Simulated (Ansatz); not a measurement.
# N₂ (singlet): correlated methods under varied settings at distance N1–N2 = 1.089 Å

Aim: run N₂ (singlet) at one geometry under a spread of methods and options, and see what each costs and gives.

Method: the settings change from run to run; program: Ansatz 0.2.0, Gaussian basis.

23 further runs of the same task are left out: 15 that didn't finish, 8 set aside as unsound or not needed.

### 1 What is computed

The geometry derives from a PBE0/def2-TZVP stationary point (not a proven minimum). One bond is set to the value named and the two fragments are kept rigid.

2 atoms, charge 0, spin multiplicity 1.

Atoms are counted from 1 here; the program's logs count them from 0.

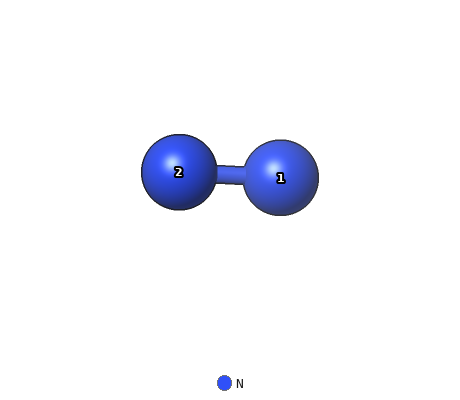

The structure; nitrogen blue; atoms are numbered from 1 in the order of the file.

### 2 HF/6-31++G**

Contents of in.yaml:

```yaml
crystal:
  periodic: [false, false, false]
  atoms:
    - {symbol: N, position_ang: [0.000000, 0.000000, 0.000000]}
    - {symbol: N, position_ang: [0.000000, 0.000000, 1.089486]}
basis:
  gaussian: {orbitals: "6-31++G**"}
magnetization: {spin_polarized: true, initial_magnetization: 0}
hamiltonian: {xc: hf}
scf: {lower_state_search: light}
output: {orbitals: {seedname: orbitals}}
```

The run is started by

```
ansatz run in.yaml --threads 1 --pin off --events-out ev --progress --plain --max-ram 2393MiB
```

The log of the run:

```text
Functional definition: HF
  name "HF"
  cite "Fock, Z. Phys. 61, 126 (1930) doi:10.1007/BF01340294"
  parent pbe
  exchange = exact_x
  correlation = 0
350 factors; integrals over basis functions are off by at most 6.6e-4 eV
mean field evaluation 1: about -2964.2915 eV, gradient 7.4e0 eV
mean field evaluation 2: about -2964.2923 eV, gradient 7.4e0 eV
mean field evaluation 4: about -2964.5870 eV, gradient 2.9e-1 eV
mean field evaluation 8: about -2964.5875 eV, gradient 1.3e-5 eV
mean field evaluation 16: about -2964.5772 eV, gradient 2.9e-1 eV
mean field -2964.58745372 eV, -108.9465794548 hartree, gradient 8.3e-6 eV, S^2 0.000000; 0 other end points of the search recorded, 0 dependent functions left out
reference -2964.58745372 eV, -108.9465794548 hartree; 7, 7 occupied and 31, 31 virtual orbitals, 350 factors
Total energy: -2964.58745372 eV, -108.9465794548 hartree
```

It took 0.15 s on 1 thread of Arm Neoverse V1, shared host.

From the report: ⟨S²⟩ of the determinant 0.000 (pure singlet: 0.00).

### 3 BCCD on RHF/STO-3G

Contents of in.yaml:

```yaml
crystal:
  periodic: [false, false, false]
  atoms:
    - {symbol: N, position_ang: [0.000000, 0.000000, 0.000000]}
    - {symbol: N, position_ang: [0.000000, 0.000000, 1.089486]}
basis:
  gaussian: {orbitals: STO-3G}
magnetization: {spin_polarized: false}
hamiltonian: {pseudopotentials: {relativity: scalar}}
correlation: {method: bccd, electrons: valence}
```

The command is unchanged.

The log of the run (excerpt; [...] marks lines left out):

```text
Functional definition: HF
  name "HF"
  cite "Fock, Z. Phys. 61, 126 (1930) doi:10.1007/BF01340294"
  parent pbe
[...]
133 factors; integrals over basis functions are off by at most 3.0e-6 eV
[...]
mean field -2926.24070499 eV, -107.5373624311 hartree, gradient 2.6e-6 eV, S^2 0.000000; 0 other end points of the search recorded, 0 dependent functions left out
2 core orbitals not correlated: weight in the atoms' cores, before any rotation towards them, 1.000 or more for the frozen orbitals, at most 0.000 for the correlated occupied ones
reference -2926.24070499 eV, -107.5373624311 hartree; 5, 5 occupied and 3, 3 virtual orbitals, 133 factors
second order -4.10378694 eV of doubles, -0.00000000 eV of singles
cycle   1  -3.95259286 eV  change    1.5e-1 eV  update   4.0e-2
[...]
cycle   8  -4.09414392 eV  change   -6.6e-6 eV  update   1.9e-6
Total energy: -2930.33484891 eV, -107.6878194451 hartree
Relativity: scalar
```

It took 0.12 s on 1 thread of Arm Neoverse V1, shared host.

From the report: correlation -4.0941 eV; largest double amplitude 0.13.

### 4 BCCD on UHF/def2-mTZVP

Contents of in.yaml:

```yaml
crystal:
  periodic: [false, false, false]
  atoms:
    - {symbol: N, position_ang: [0.000000, 0.000000, 0.000000]}
    - {symbol: N, position_ang: [0.000000, 0.000000, 1.089486]}
basis:
  gaussian: {orbitals: def2-mTZVP}
magnetization: {spin_polarized: true, initial_magnetization: 0}
correlation: {method: bccd, electrons: all}
```

The command is unchanged.

The log of the run (excerpt; [...] marks lines left out):

```text
Functional definition: HF
  name "HF"
  cite "Fock, Z. Phys. 61, 126 (1930) doi:10.1007/BF01340294"
  parent pbe
[...]
308 factors; integrals over basis functions are off by at most 6.4e-4 eV
[...]
mean field -2965.46353660 eV, -108.9787749068 hartree, gradient 1.1e-6 eV, S^2 0.000000; 2 other end points of the search recorded, 0 dependent functions left out
reference -2965.46353660 eV, -108.9787749068 hartree; 7, 7 occupied and 31, 31 virtual orbitals, 308 factors
second order -9.70086644 eV of doubles, -0.00000000 eV of singles
cycle   1  -9.33169073 eV  change    3.7e-1 eV  update   7.9e-2
[...]
cycle   8  -9.71767850 eV  change    5.8e-6 eV  update   5.3e-6
Total energy: -2975.18121511 eV, -109.3358930049 hartree
```

Run time: 0.66 s. Hardware: 1 thread of Arm Neoverse V1, shared host.

From the report: ⟨S²⟩ of the determinant 0.000 (pure singlet: 0.00); correlation -9.7177 eV; largest double amplitude 0.09.

### 5 CISDT/6-31G

Contents of in.yaml:

```yaml
crystal:
  periodic: [false, false, false]
  atoms:
    - {symbol: N, position_ang: [0.000000, 0.000000, 0.000000]}
    - {symbol: N, position_ang: [0.000000, 0.000000, 1.089486]}
basis:
  gaussian: {orbitals: 6-31G}
correlation: {active_space: {ras: {orbitals: [5, 0, 11], electrons: 10, max_holes: 3, max_particles: 3}, fixed_orbitals: true}}
scf: {lower_state_search: off}
```

Launched as before.

The log of the run:

```text
Functional definition: HF
  name "HF"
  cite "Fock, Z. Phys. 61, 126 (1930) doi:10.1007/BF01340294"
  parent pbe
  exchange = exact_x
  correlation = 0
these checks for a lower state are left out or cut short: stability, starts, cluster_reference, orbital_swaps, neighbouring_geometries, increment
268 factors; integrals over basis functions are off by at most 1.3e-4 eV
mean field evaluation 1: about -2962.2024 eV, gradient 8.7e0 eV
mean field evaluation 2: about -2962.2196 eV, gradient 8.8e0 eV
mean field evaluation 4: about -2962.4494 eV, gradient 2.5e-1 eV
mean field evaluation 8: about -2962.4492 eV, gradient 1.3e-6 eV
mean field -2962.44921799 eV, -108.8680007411 hartree, gradient 2.0e-6 eV, S^2 0.000000; 0 other end points of the search recorded, 0 dependent functions left out
reference -2962.44921799 eV, -108.8680007411 hartree; 7, 7 occupied and 11, 11 virtual orbitals, 268 factors
state -2968.30428664 eV, -109.0831705453 hartree
Total energy: -2968.30428664 eV, -109.0831705453 hartree
Checks for a lower state left out: stability, starts, cluster_reference, orbital_swaps, neighbouring_geometries, increment
```

It took 1.2 s on 1 thread of Arm Neoverse V1, shared host.

From the report: 8,682 determinants.

### 6 BCCD on UHF/6-31G

Contents of in.yaml:

```yaml
crystal:
  periodic: [false, false, false]
  atoms:
    - {symbol: N, position_ang: [0.000000, 0.000000, 0.000000]}
    - {symbol: N, position_ang: [0.000000, 0.000000, 1.089486]}
basis:
  gaussian: {orbitals: 6-31G}
magnetization: {spin_polarized: true, initial_magnetization: 0}
correlation: {method: bccd, electrons: outside_noble_gas}
accuracy: high
output: {forces: true}
```

The command is unchanged.

The log of the run (excerpt; [...] marks lines left out):

```text
Functional definition: HF
  name "HF"
  cite "Fock, Z. Phys. 61, 126 (1930) doi:10.1007/BF01340294"
  parent pbe
[...]
408 factors; integrals over basis functions are off by at most 3.4e-9 eV
[...]
mean field -2962.44932065 eV, -108.8680045135 hartree, gradient 1.5e-8 eV, S^2 0.000000; 2 other end points of the search recorded, 0 dependent functions left out
2 core orbitals not correlated: weight in the atoms' cores, before any rotation towards them, 1.000 or more for the frozen orbitals, at most 0.000 for the correlated occupied ones
reference -2962.44932065 eV, -108.8680045135 hartree; 5, 5 occupied and 11, 11 virtual orbitals, 408 factors
second order -6.36283522 eV of doubles, -0.00000000 eV of singles
cycle   1  -5.74543304 eV  change    6.2e-1 eV  update   7.7e-2
[...]
cycle  18  -6.07626558 eV  change  -4.1e-10 eV  update  3.8e-10
[...]
Total energy: -2968.52558622 eV, -109.0913031547 hartree
Atom 0 at     0.000000     0.000000     0.000000 Å, force    -0.000000     0.000000    -5.889257 eV/Å
Atom 1 at     0.000000     0.000000     1.089486 Å, force     0.000000    -0.000000     5.889257 eV/Å
Dipole moment:    -0.000000     0.000000    -0.000000 e Å
```

Wall time 0.66 s (1 thread of Arm Neoverse V1, shared host).

From the report: ⟨S²⟩ of the determinant 0.000 (pure singlet: 0.00); correlation -6.0763 eV; largest double amplitude 0.11.

### 7 MP2 on RHF/STO-3G

Contents of in.yaml:

```yaml
crystal:
  periodic: [false, false, false]
  atoms:
    - {symbol: N, position_ang: [0.000000, 0.000000, 0.000000]}
    - {symbol: N, position_ang: [0.000000, 0.000000, 1.089486]}
basis:
  gaussian: {orbitals: STO-3G}
magnetization: {spin_polarized: false}
correlation: {method: mp2, electrons: valence}
```

Launched as before.

The log of the run:

```text
Functional definition: HF
  name "HF"
  cite "Fock, Z. Phys. 61, 126 (1930) doi:10.1007/BF01340294"
  parent pbe
  exchange = exact_x
  correlation = 0
133 factors; integrals over basis functions are off by at most 3.0e-6 eV
mean field evaluation 1: about -2925.0391 eV, gradient 2.8e0 eV
mean field evaluation 2: about -2925.0405 eV, gradient 2.8e0 eV
mean field evaluation 4: about -2925.0432 eV, gradient 1.7e-1 eV
mean field evaluation 8: about -2925.0432 eV, gradient 2.7e-6 eV
mean field -2925.04320544 eV, -107.4933551344 hartree, gradient 2.7e-6 eV, S^2 0.000000; 0 other end points of the search recorded, 0 dependent functions left out
2 core orbitals not correlated: weight in the atoms' cores, before any rotation towards them, 1.000 or more for the frozen orbitals, at most 0.000 for the correlated occupied ones
reference -2925.04320544 eV, -107.4933551344 hartree; 5, 5 occupied and 3, 3 virtual orbitals, 133 factors
second order -4.10187870 eV of doubles, -0.00000000 eV of singles
Total energy: -2929.14508414 eV, -107.6440963963 hartree
```

It took 0.06 s on 1 thread of Arm Neoverse V1, shared host.

### 8 MRCISD+Q(relaxed)(10,7)/6-31G

Contents of in.yaml:

```yaml
crystal:
  periodic: [false, false, false]
  atoms:
    - {symbol: N, position_ang: [0.000000, 0.000000, 0.000000]}
    - {symbol: N, position_ang: [0.000000, 0.000000, 1.089486]}
basis:
  gaussian: {orbitals: 6-31G, fitting: {mean_field: def2-universal-jkfit}}
correlation: {method: fic_mrcisd_q_relaxed, electrons: valence, active_space: {window: {electrons: 10, orbitals: 7}, states: [{multiplicity: 1, weights: [1, 0.5, 1]}, {multiplicity: 3, weights: [1]}], root: 2}}
```

Same command.

The log of the run:

```text
Functional definition: HF
  name "HF"
  cite "Fock, Z. Phys. 61, 126 (1930) doi:10.1007/BF01340294"
  parent pbe
  exchange = exact_x
  correlation = 0
154 factors; integrals over basis functions are off by at most 3.3e-3 eV
mean field evaluation 1: about -2962.2199 eV, gradient 8.7e0 eV
mean field evaluation 2: about -2962.4335 eV, gradient 2.1e0 eV
mean field evaluation 4: about -2962.4479 eV, gradient 2.4e-1 eV
mean field evaluation 8: about -2962.4481 eV, gradient 2.6e-6 eV
mean field -2962.44812904 eV, -108.8679607229 hartree, gradient 2.6e-6 eV, S^2 0.000000; 0 other end points of the search recorded, 0 dependent functions left out
reference -2962.44812904 eV, -108.8679607229 hartree; 7, 7 occupied and 11, 11 virtual orbitals, 154 factors
state -2965.28686877 eV, -108.9722824838 hartree
state -2955.90385207 eV, -108.6274629798 hartree
state -2955.90385207 eV, -108.6274629798 hartree
contracted CI cycle   1: correlation 0.00000000 eV, 0.0000000000 hartree, residual 1.71e1 eV
contracted CI cycle   2: correlation -3.14423604 eV, -0.1155485432 hartree, residual 3.87e0 eV
contracted CI cycle   3: correlation -3.30774591 eV, -0.1215574203 hartree, residual 1.78e0 eV
contracted CI cycle   4: correlation -3.34184711 eV, -0.1228106160 hartree, residual 5.31e-1 eV
contracted CI cycle   5: correlation -3.34540968 eV, -0.1229415381 hartree, residual 1.87e-1 eV
contracted CI cycle   6: correlation -3.34576098 eV, -0.1229544482 hartree, residual 5.39e-2 eV
contracted CI cycle   7: correlation -3.34579979 eV, -0.1229558746 hartree, residual 1.15e-2 eV
contracted CI cycle   8: correlation -3.34580133 eV, -0.1229559311 hartree, residual 3.06e-3 eV
contracted CI cycle   9: correlation -3.34580144 eV, -0.1229559352 hartree, residual 6.31e-4 eV
state -2965.28686877 eV, -108.9722824838 hartree; corrected -2968.77266478 eV, -109.1003831244 hartree
contracted CI cycle   1: correlation 0.00000000 eV, 0.0000000000 hartree, residual 1.65e1 eV
contracted CI cycle   2: correlation -3.22477168 eV, -0.1185081734 hartree, residual 3.78e0 eV
contracted CI cycle   3: correlation -3.39021666 eV, -0.1245881643 hartree, residual 1.79e0 eV
contracted CI cycle   4: correlation -3.42818183 eV, -0.1259833585 hartree, residual 5.98e-1 eV
contracted CI cycle   5: correlation -3.43364548 eV, -0.1261841441 hartree, residual 1.40e-1 eV
contracted CI cycle   6: correlation -3.43392707 eV, -0.1261944922 hartree, residual 3.40e-2 eV
contracted CI cycle   7: correlation -3.43394304 eV, -0.1261950793 hartree, residual 9.73e-3 eV
contracted CI cycle   8: correlation -3.43394438 eV, -0.1261951283 hartree, residual 2.09e-3 eV
contracted CI cycle   9: correlation -3.43394443 eV, -0.1261951302 hartree, residual 1.01e-3 eV
contracted CI cycle   1: correlation 0.00000000 eV, 0.0000000000 hartree, residual 1.65e1 eV
contracted CI cycle   2: correlation -3.22477168 eV, -0.1185081734 hartree, residual 3.78e0 eV
contracted CI cycle   3: correlation -3.39021666 eV, -0.1245881643 hartree, residual 1.79e0 eV
contracted CI cycle   4: correlation -3.42818183 eV, -0.1259833585 hartree, residual 5.98e-1 eV
contracted CI cycle   5: correlation -3.43364548 eV, -0.1261841441 hartree, residual 1.40e-1 eV
contracted CI cycle   6: correlation -3.43392707 eV, -0.1261944922 hartree, residual 3.40e-2 eV
contracted CI cycle   7: correlation -3.43394304 eV, -0.1261950793 hartree, residual 9.73e-3 eV
contracted CI cycle   8: correlation -3.43394438 eV, -0.1261951283 hartree, residual 2.09e-3 eV
contracted CI cycle   9: correlation -3.43394443 eV, -0.1261951302 hartree, residual 1.01e-3 eV
state -2955.90385207 eV, -108.6274629798 hartree; corrected -2959.51269192 eV, -108.7600853983 hartree
state -2955.90385207 eV, -108.6274629798 hartree; corrected -2959.51269192 eV, -108.7600853983 hartree
state -2957.36533151 eV, -108.6811713587 hartree
contracted CI cycle   1: correlation 0.00000000 eV, 0.0000000000 hartree, residual 1.63e1 eV
contracted CI cycle   2: correlation -3.12000718 eV, -0.1146581491 hartree, residual 3.24e0 eV
contracted CI cycle   3: correlation -3.27429954 eV, -0.1203282887 hartree, residual 7.58e-1 eV
contracted CI cycle   4: correlation -3.28279211 eV, -0.1206403850 hartree, residual 1.52e-1 eV
contracted CI cycle   5: correlation -3.28313336 eV, -0.1206529258 hartree, residual 3.57e-2 eV
contracted CI cycle   6: correlation -3.28315003 eV, -0.1206535383 hartree, residual 9.12e-3 eV
contracted CI cycle   7: correlation -3.28315134 eV, -0.1206535863 hartree, residual 1.73e-3 eV
contracted CI cycle   8: correlation -3.28315138 eV, -0.1206535880 hartree, residual 4.15e-4 eV
state -2957.36533151 eV, -108.6811713587 hartree; corrected -2960.79963881 eV, -108.8073798240 hartree
an earlier search ended where averaged states of different weights were degenerate, so these states were given the mean of their weights and the orbitals were optimised with it
Total energy: -2959.51269192 eV, -108.7600853983 hartree
```

Run time: 2.4 s. Hardware: 1 thread of Arm Neoverse V1, shared host.

From the report: 61 determinants; active occupations (of the averaged states) 2.00, 1.96, 1.79, 1.79, 1.60, 0.42, 0.42.

### 9 MP2 on RHF/def2-SVPD

Contents of in.yaml:

```yaml
crystal:
  periodic: [false, false, false]
  atoms:
    - {symbol: N, position_ang: [0.000000, 0.000000, 0.000000]}
    - {symbol: N, position_ang: [0.000000, 0.000000, 1.089486]}
basis:
  gaussian: {orbitals: def2-SVPD}
magnetization: {spin_polarized: false}
correlation: {method: mp2, electrons: all}
```

The command is unchanged.

The log of the run:

```text
Functional definition: HF
  name "HF"
  cite "Fock, Z. Phys. 61, 126 (1930) doi:10.1007/BF01340294"
  parent pbe
  exchange = exact_x
  correlation = 0
392 factors; integrals over basis functions are off by at most 7.7e-4 eV
mean field evaluation 1: about -2961.8763 eV, gradient 9.5e0 eV
mean field evaluation 2: about -2961.8881 eV, gradient 9.6e0 eV
mean field evaluation 4: about -2962.1540 eV, gradient 3.6e-1 eV
mean field evaluation 8: about -2962.1544 eV, gradient 7.0e-5 eV
mean field -2962.15442129 eV, -108.8571671622 hartree, gradient 2.3e-6 eV, S^2 0.000000; 0 other end points of the search recorded, 0 dependent functions left out
reference -2962.15442129 eV, -108.8571671622 hartree; 7, 7 occupied and 33, 33 virtual orbitals, 392 factors
second order -8.76288869 eV of doubles, -0.00000000 eV of singles
Total energy: -2970.91730998 eV, -109.1791973817 hartree
```

It took 0.15 s on 1 thread of Arm Neoverse V1, shared host.

### 10 MRCISD+Q(2,2)/def2-SVP

Contents of in.yaml:

```yaml
crystal:
  periodic: [false, false, false]
  atoms:
    - {symbol: N, position_ang: [0.000000, 0.000000, 0.000000]}
    - {symbol: N, position_ang: [0.000000, 0.000000, 1.089486]}
basis:
  gaussian: {orbitals: def2-SVP}
hamiltonian: {pseudopotentials: {relativity: none}}
correlation: {method: fic_mrcisd_q, electrons: all, active_space: {window: {electrons: 2, orbitals: 2}}}
```

Same command.

The log of the run (excerpt; [...] marks lines left out):

```text
Functional definition: HF
  name "HF"
  cite "Fock, Z. Phys. 61, 126 (1930) doi:10.1007/BF01340294"
  parent pbe
[...]
284 factors; integrals over basis functions are off by at most 1.1e-3 eV
[...]
mean field -2962.04954207 eV, -108.8533129220 hartree, gradient 2.2e-6 eV, S^2 0.000000; 0 other end points of the search recorded, 0 dependent functions left out
reference -2962.04954207 eV, -108.8533129220 hartree; 7, 7 occupied and 21, 21 virtual orbitals, 284 factors
state -2962.90906493 eV, -108.8848998043 hartree
contracted CI cycle   1: correlation 0.00000000 eV, 0.0000000000 hartree, residual 2.87e1 eV
contracted CI cycle   2: correlation -6.92803041 eV, -0.2546004217 hartree, residual 5.39e0 eV
contracted CI cycle   3: correlation -7.24425768 eV, -0.2662215593 hartree, residual 1.30e0 eV
contracted CI cycle   4: correlation -7.26597649 eV, -0.2670197111 hartree, residual 3.77e-1 eV
contracted CI cycle   5: correlation -7.26778941 eV, -0.2670863345 hartree, residual 9.87e-2 eV
contracted CI cycle   6: correlation -7.26790707 eV, -0.2670906586 hartree, residual 2.34e-2 eV
contracted CI cycle   7: correlation -7.26791352 eV, -0.2670908956 hartree, residual 6.37e-3 eV
contracted CI cycle   8: correlation -7.26791403 eV, -0.2670909141 hartree, residual 1.90e-3 eV
contracted CI cycle   9: correlation -7.26791407 eV, -0.2670909157 hartree, residual 5.54e-4 eV
state -2962.90906493 eV, -108.8848998043 hartree; corrected -2970.79976524 eV, -109.1748776920 hartree
Total energy: -2970.79976524 eV, -109.1748776920 hartree
```

Wall time 0.36 s (1 thread of Arm Neoverse V1, shared host).

From the report: 2 determinants; active occupations 1.94, 0.06.

### 11 All runs side by side

Where basis and cores are those of an earlier FCI/6-31G run (-2968.7919 eV), and the state is the same kind, the miss against it is given.

```
                                                       level         correlated  functions  energy (eV)  from FCI (meV)    time
                                                HF/6-31++G**                            38   -2964.5875                  0.15 s
                         BCCD on RHF/STO-3G (relativity set)            valence         10   -2930.3348                  0.12 s
                                      BCCD on UHF/def2-mTZVP                all         38   -2975.1812                  0.66 s
                                                 CISDT/6-31G  outside noble gas         18   -2968.3043           487.7   1.2 s
                                           BCCD on UHF/6-31G  outside noble gas         18   -2968.5256           266.4  0.66 s
                                           MP2 on RHF/STO-3G            valence         10   -2929.1451                  0.06 s
MRCISD+Q(relaxed)(10,7)/6-31G (excited root 2 of an average)            valence         18   -2959.5127                   2.4 s
                                        MP2 on RHF/def2-SVPD                all         40   -2970.9173                  0.15 s
                                      MRCISD+Q(2,2)/def2-SVP                all         28   -2970.7998                  0.36 s
```

### 12 Results

| quantity | value |
| --- | --- |
| runs | 9 |
| quickest | MP2 on RHF/STO-3G, 0.06 s |
| slowest | MRCISD+Q(relaxed)(10,7)/6-31G (excited root 2 of an average), 2.4 s |

Total energies in different bases, with other cores or another treatment of relativity can't be set against each other. MRCISD+Q(relaxed)(10,7)/6-31G (excited root 2 of an average) took 40 times as long as MP2 on RHF/STO-3G; the jobs differ in more than the method. Among the correlated runs with a miss given, it spans +266 to +488 meV.
